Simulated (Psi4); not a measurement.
**Calculation of the molecule and its ions of InNH$_{4}$**

The run: calculation of the molecule and its ions of InNH$_{4}$ (InH2(NH2)). Method and program: EP2/def2-TZVP, RHF, core potentials def2 (Psi4 1.11).

A bond length was changed on purpose from its optimised value.

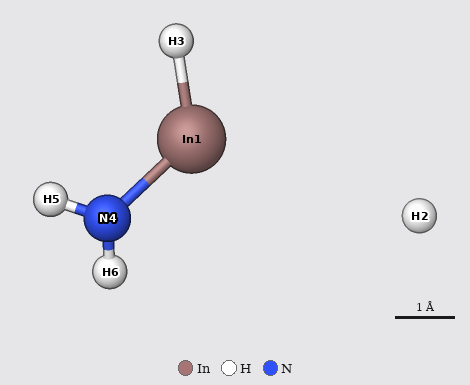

**Figure 1.** The structure (ball-and-stick view, seen at a tilt; atoms are numbered from 1 in the order of the input). Sticks mark near contacts.

### Results in brief

```tsv
quantity	value
outcome	converged
total energy	−245.800236 hartree
basis functions	105
HOMO	−6.61 eV
LUMO	−1.64 eV
hardware	1 thread of Intel Xeon @ 2.90GHz (Ice Lake), 16 GiB of memory available, shared host
wall time	4.2 s
peak memory	0.24 GiB
```

### The input (h4inn.dat)
```
memory 1600 MB

molecule {
  0 1
  In    -3.87894444     1.38956286    -1.00516800
  H      4.02570246     1.44582946     0.62604737
  H     -5.35302530     4.17719236    -1.69382200
  N     -5.92816345    -1.79702561    -0.54828892
  H     -7.57254643    -1.91704212    -1.52556078
  H     -5.00699755    -3.46731674    -0.74686134
  units bohr
  symmetry c1
}

set globals {
  basis           def2-TZVP
  reference       rhf
  scf_type        df
  num_frozen_docc 5
  ep2_num_ip      3
  ep2_num_ea      0
}

e_tot, wfn = energy('ep2', return_wfn=True)
```

Run as:
```bash
psi4 -n 1 h4inn.dat h4inn.out
```

### Log
```
Psi4 1.11 release

   => Loading Basis Set <=

    Name: DEF2-TZVP
    Role: ORBITAL
    Keyword: BASIS

    !!!  WARNING: ECP capability is in beta. Please check occupations closely.  !!!

         ---------------------------------------------------------
                                   SCF
                              RHF Reference
                        1 Threads,   1525 MiB Core
         ---------------------------------------------------------

  ==> Geometry <==

    Molecular point group: c1
    Full point group: C1

    Geometry (in Bohr), charge = 0, multiplicity = 1:

       Center              X                  Y                   Z               Mass
    ------------   -----------------  -----------------  -----------------  -----------------
         IN           0.203657443481     0.375988457081    -0.053284223345   114.903878776000
         H            8.108304343481     0.432255057081     1.577931146655     1.007825032230
         H           -1.270423416519     3.163617957081    -0.741938223345     1.007825032230
         N           -1.845561566519    -2.810600012919     0.403594856655    14.003074004430
         H           -3.489944546519    -2.930616522919    -0.573677003345     1.007825032230
         H           -0.924395666519    -4.480891142919     0.205022436655     1.007825032230

  Running in c1 symmetry.

  Rotational constants: A =      1.03042  B =      0.24269  C =      0.19761 [cm^-1]
  Rotational constants: A =  30891.28223  B =   7275.59784  C =   5924.27214 [MHz]
  Nuclear repulsion =   66.044861727773366

  Charge       = 0
  Multiplicity = 1
  Electrons    = 32
  Nalpha       = 16
  Nbeta        = 16

  ==> Algorithm <==

  SCF Algorithm Type is DF.
  DIIS enabled.
  MOM disabled.
  Fractional occupation disabled.
  Guess Type is SAD.
  Energy threshold   = 1.00e-08
  Density threshold  = 1.00e-08
  Integral threshold = 1.00e-12

  ==> Primary Basis <==

  Basis Set: DEF2-TZVP
    Blend: DEF2-TZVP
    Number of shells: 43
    Number of basis functions: 105
    Number of Cartesian functions: 119
    Spherical Harmonics?: true
    Max angular momentum: 3

  Core potential: DEF2-TZVP
    Number of shells: 4
    Number of ECP primitives: 18
    Number of ECP core electrons: 28
    Max angular momentum: 3

   => Loading Basis Set <=

    Name: (DEF2-TZVP AUX)
    Role: JKFIT
    Keyword: DF_BASIS_SCF

  ==> Integral Setup <==

  DFHelper Memory: AOs need 0.033 GiB; user supplied 1.118 GiB.
  SCF_SUBTYPE=INCORE selected. In-core MEM_DF algorithm will be used.
  Using in-core AOs.

  ==> MemDFJK: Density-Fitted J/K Matrices <==

    J tasked:                   Yes
    K tasked:                   Yes
    wK tasked:                   No
    Memory [MiB]:              1144
    Algorithm:                 Core
    Schwarz Cutoff:           1E-12
    Mask sparsity (%):       3.8277
    Fitting Condition:        1E-10

   => Auxiliary Basis Set <=

  Basis Set: (DEF2-TZVP AUX)
    Blend: DEF2-UNIVERSAL-JKFIT
    Number of shells: 95
    Number of basis functions: 367
    Number of Cartesian functions: 482
    Spherical Harmonics?: true
    Max angular momentum: 5

  Minimum eigenvalue in the overlap matrix is 2.5585233574E-03.
  Reciprocal condition number of the overlap matrix is 4.1041445499E-04.
    Using symmetric orthogonalization.

  ==> Pre-Iterations <==

  SCF Guess: Superposition of Atomic Densities via on-the-fly atomic UHF (no occupation information).

   -------------------------
    Irrep   Nso     Nmo
   -------------------------
     A        105     105
   -------------------------
    Total     105     105
   -------------------------

  ==> Iterations <==

                           Total Energy        Delta E     RMS |[F,P]|

   @DF-RHF iter SAD:  -244.32342267955357   -2.44323e+02   0.00000e+00
   @DF-RHF iter   1:  -245.62216975419335   -1.29875e+00   5.99016e-03 DIIS/ADIIS
   @DF-RHF iter   2:  -245.71630238418385   -9.41326e-02   4.24179e-03 DIIS/ADIIS
   @DF-RHF iter   3:  -245.79861727096147   -8.23149e-02   4.06019e-04 DIIS/ADIIS
   @DF-RHF iter   4:  -245.79998362115754   -1.36635e-03   1.51657e-04 DIIS/ADIIS
   @DF-RHF iter   5:  -245.80020349209912   -2.19871e-04   3.77094e-05 DIIS
   @DF-RHF iter   6:  -245.80023122957274   -2.77375e-05   1.19488e-05 DIIS
   @DF-RHF iter   7:  -245.80023518679215   -3.95722e-06   4.84925e-06 DIIS
   @DF-RHF iter   8:  -245.80023585095071   -6.64159e-07   2.12716e-06 DIIS
   @DF-RHF iter   9:  -245.80023592605656   -7.51058e-08   6.73799e-07 DIIS
   @DF-RHF iter  10:  -245.80023594012849   -1.40719e-08   2.41656e-07 DIIS
   @DF-RHF iter  11:  -245.80023594147161   -1.34312e-09   6.44772e-08 DIIS
   @DF-RHF iter  12:  -245.80023594158627   -1.14653e-10   1.68318e-08 DIIS
   @DF-RHF iter  13:  -245.80023594159164   -5.37170e-12   6.31628e-09 DIIS
  Energy and wave function converged.

  ==> Post-Iterations <==

    Orbital Energies [Eh]
    ---------------------

    Doubly Occupied:

       1A    -15.575477     2A     -5.453446     3A     -3.713796
       4A     -3.709624     5A     -3.703918     6A     -1.161698
       7A     -1.100068     8A     -1.098330     9A     -1.092814
      10A     -1.091976    11A     -1.067268    12A     -0.663311
      13A     -0.601780    14A     -0.499381    15A     -0.430854
      16A     -0.242786

    Virtual:

      17A     -0.060133    18A      0.005265    19A      0.056735
      20A      0.090879    21A      0.124075    22A      0.156467
      23A      0.165343    24A      0.192941    25A      0.209899
      26A      0.233931    27A      0.245472    28A      0.270965
      29A      0.281337    30A      0.339460    31A      0.377161
      32A      0.476369    33A      0.500944    34A      0.525424
      35A      0.534012    36A      0.565353    37A      0.638014
      38A      0.655742    39A      0.664749    40A      0.685285
      41A      0.700868    42A      0.750936    43A      0.797202
      44A      0.815416    45A      0.828045    46A      0.892689
      47A      0.927674    48A      0.981707    49A      1.031686
      50A      1.105396    51A      1.120807    52A      1.129007
      53A      1.238076    54A      1.306731    55A      1.390725
      56A      1.408909    57A      1.540810    58A      1.612955
      59A      1.746287    60A      1.751554    61A      1.752209
      62A      1.765700    63A      1.934079    64A      1.950740
      65A      1.966544    66A      2.163964    67A      2.208945
      68A      2.252563    69A      2.317865    70A      2.390959
      71A      2.401827    72A      2.409140    73A      2.436712
      74A      2.464069    75A      2.505025    76A      2.523680
      77A      2.542378    78A      2.577405    79A      2.679893
      80A      2.691124    81A      2.779715    82A      2.856873
      83A      2.948052    84A      3.059249    85A      3.322011
      86A      3.467077    87A      3.567587    88A      4.377747
      89A      4.431131    90A      4.619836    91A      4.678373
      92A      4.721021    93A      5.069622    94A      5.095027
      95A      5.148517    96A      5.327436    97A      5.482066
      98A      5.744266    99A      6.046831   100A     32.943359
     101A     38.336989   102A     39.293679   103A     39.432910
     104A     39.680505   105A    125.592258

    Final Occupation by Irrep:
              A
    DOCC [    16 ]
    NA   [    16 ]
    NB   [    16 ]

  @DF-RHF Final Energy:  -245.80023594159164

   => Energetics <=

    Nuclear Repulsion Energy =             66.0448617277733661
    One-Electron Energy =                -541.2771407763980278
    Two-Electron Energy =                 229.4320431070330244
    Total Energy =                       -245.8002359415916374

Computation Completed

Properties will be evaluated at   0.000000,   0.000000,   0.000000 [a0]

Properties computed using the SCF density matrix

 Multipole Moments:

 ------------------------------------------------------------------------------------
     Multipole            Electronic (a.u.)      Nuclear  (a.u.)        Total (a.u.)
 ------------------------------------------------------------------------------------

 L = 1.  Multiply by 2.5417464519 to convert [e a0] to [Debye]
 Dipole X            :          3.4449595           -6.2185839           -2.7736244
 Dipole Y            :         15.3372864          -15.5940771           -0.2567907
 Dipole Z            :         -3.1565023            2.1735337           -0.9829687
 Magnitude           :                                                    2.9538384

 ------------------------------------------------------------------------------------

	total time  =          1 seconds =       0.02 minutes
   => Loading Basis Set <=

    Name: (DEF2-TZVP AUX)
    Role: RIFIT
    Keyword: DF_BASIS_EP2

         ---------------------------------------------------------
                  Second-Order Electron Propagator Theory

         ---------------------------------------------------------

  DFHelper Memory: AOs need 0.034 GiB; user supplied 1.192 GiB.
  SCF_SUBTYPE=INCORE selected. In-core MEM_DF algorithm will be used.
  Using in-core AOs.

  ==> Algorithm <==

  Number of orbitals:            3
  Maximum iterations:           20
  Convergence threshold:  5.00e-05

  ==> Iterations <==

   --------------------------------------------
    Iter   Residual RMS      Max RMS    Remain
   --------------------------------------------
      1     0.06153692     0.10075114      3
      2     0.01288481     0.02110857      3
      3     0.00125758     0.00197278      3
      4     0.00087506     0.00130633      3
      5     0.00011074     0.00016141      2
      6     0.00002108     0.00002955      0
   --------------------------------------------

  ==> Results <==

    Orbital  Koopmans (eV)     EP2 (eV)   EP2 PS
  ----------------------------------------------
       14A         -13.589       -11.915    0.799
       15A         -11.724        -9.580    0.811
       16A          -6.607        -6.494    0.745
  ----------------------------------------------

  EP2 has completed successfully!

	total time  =          2 seconds =       0.03 minutes

    Psi4 run time: 0:00:02.27
```

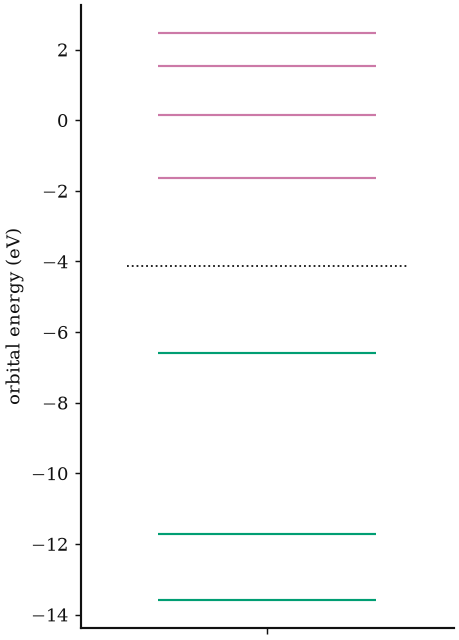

**Figure 2.** Orbital energies near the frontier; the dotted line parts filled from empty levels, and levels within 0.02 eV of each other stand side by side. Highest filled −6.61 eV, lowest empty −1.64 eV, 4.97 eV apart.
